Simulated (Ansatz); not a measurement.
**Scan of one atom of the cell for HfC (rock salt)**

Starting cell, HfC (rock salt):

```yaml
crystal:
  lattice:
    - [0.00000, 2.30362, 2.30362]
    - [2.30362, 0.00000, 2.30362]
    - [2.30362, 2.30362, 0.00000]
  atoms:
    - { symbol: C, position: [0.00000, 0.00000, 0.00000] }
    - { symbol: Hf, position: [0.50000, 0.50000, 0.50000] }
```

In this cell atom 2 (Hf, nearest neighbour C at 2.304 Å; its periodic images, 3.3 Å or more away, move with it) is moved by s along Cartesian z, unit vector (0.000, 0.000, 1.000); all other atoms and the cell stay fixed.

The numbers are results of PBEsol (plane waves to 420 eV, PAW, scalar-relativistic; Ansatz, a first-principles code), not measurements. k mesh 14×14×14 (Γ-centred), Fermi-Dirac smearing 0.05 eV. E stands for the smeared free energy. Left out: 4 of 11 points, with atoms too close for the PAW data. With partly filled bands, energies and forces of such displacements shift with the k mesh and the smearing. F∥ is the force on the atom along that direction. HfC is run without spin polarisation. HfC was relaxed with its symmetry unable to fall. Spin-orbit coupling is left out, though Hf is heavy. ΔE is measured from the undisplaced structure.

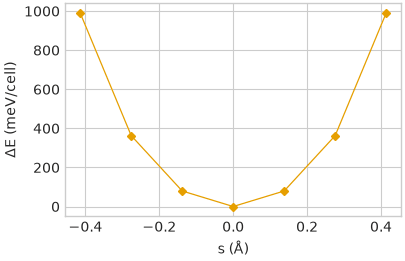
Figure: ΔE (meV/cell) against s (Å); one marker a computed point.

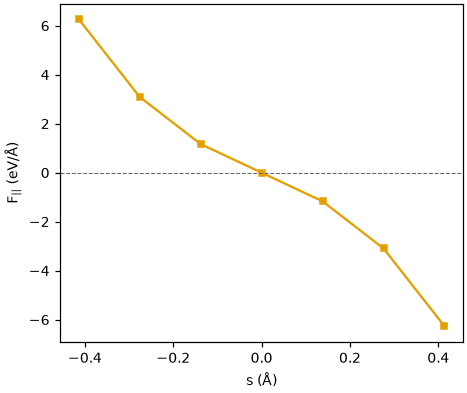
F∥ (eV/Å) against s (Å); one marker a computed point.

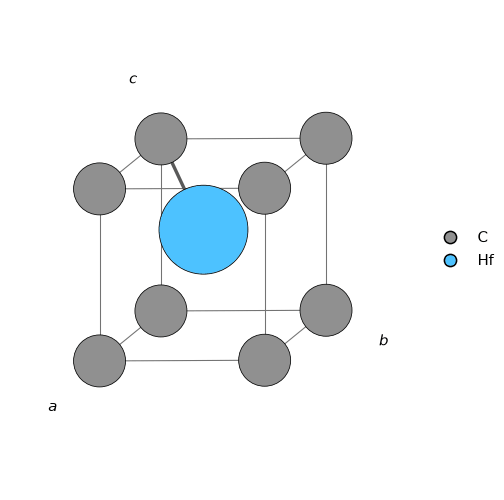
Fig. 1. The cell of the calculation at s = -0.414 Å.

The energy at s = 0.414 Å is 990 meV/cell and the force along the line at s = -0.414 Å is 6.27 eV/Å. The force constant k = d²E/ds² at s = 0 (finite differences) is 7.56 eV/Å². Symmetry of the curve: even: the same for both signs. Harmonic estimate at the end of the scan: ½ks² = 648 meV/cell against the computed 990 meV/cell, so the well is stiffer than harmonic there.

With its periodic images moving along, the atom's site symmetry in this cell is m-3m.

(A displaced cell: forces are minus the slopes of the energy, force constants its curvatures, and phonons follow from these.)
